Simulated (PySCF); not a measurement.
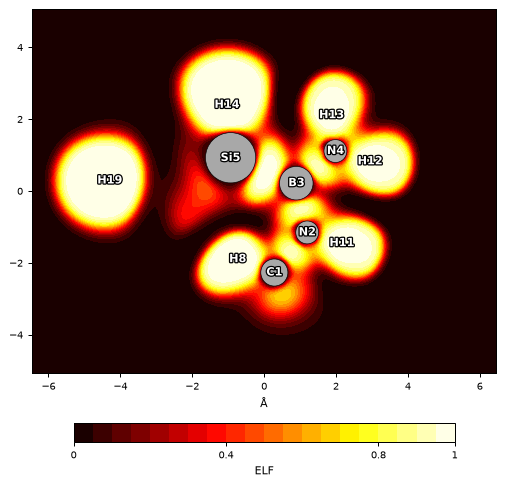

CH12BN3Si2 (SMILES CNB(N)[SiH2]N[SiH3]). Electron localisation function on the plane of atoms C1, N2 and H11. Grey discs cover the atomic cores.

Geometry: GFN2-xTB.

Computed with PySCF 2.14.0, PBE0/pcSseg-1, SCF density, gas phase, non-relativistic.

```xyz
19

C    -1.9561   -1.1868   -0.4672
N    -2.0806    0.2170   -0.1598
B    -1.1112    1.0754    0.3831
N    -1.5022    2.4077    0.6251
Si    0.7093    0.5084    0.8369
N     1.4314   -0.3820   -0.4874
Si    2.9619   -1.1722   -0.5561
H    -0.9429   -1.5156   -0.2490
H    -2.1668   -1.3805   -1.5251
H    -2.6523   -1.7859    0.1303
H    -3.0079    0.5693   -0.3549
H    -2.4246    2.7664    0.4405
H    -0.8864    3.0999    1.0100
H     1.6372    1.6183    1.1820
H     0.8640   -0.4162    1.9827
H     1.0155   -0.1972   -1.3860
H     2.9055   -2.0434   -1.7352
H     4.0856   -0.2357   -0.6966
H     3.1109   -1.9376    0.6785
```

### Describe what can be read from this map.

The plane passes through C, N, B, Si and H nuclei.
B–N (1.40 Å): the ELF peaks at about 0.90 between the atoms (a polar covalent bond).
C–N (1.44 Å): the ELF peaks at about 0.95 between the atoms: a shared electron pair.
Si–B (1.96 Å): the ELF peaks at about 1 between the atoms: a shared electron pair.
N–H (1.00 Å): the ELF climbs to about 1 towards the hydrogen, as it does in any bond to H (a covalent bond by its length).
C–H (1.09 Å): the ELF climbs to about 1 towards the hydrogen (an ordinary covalent bond to hydrogen).
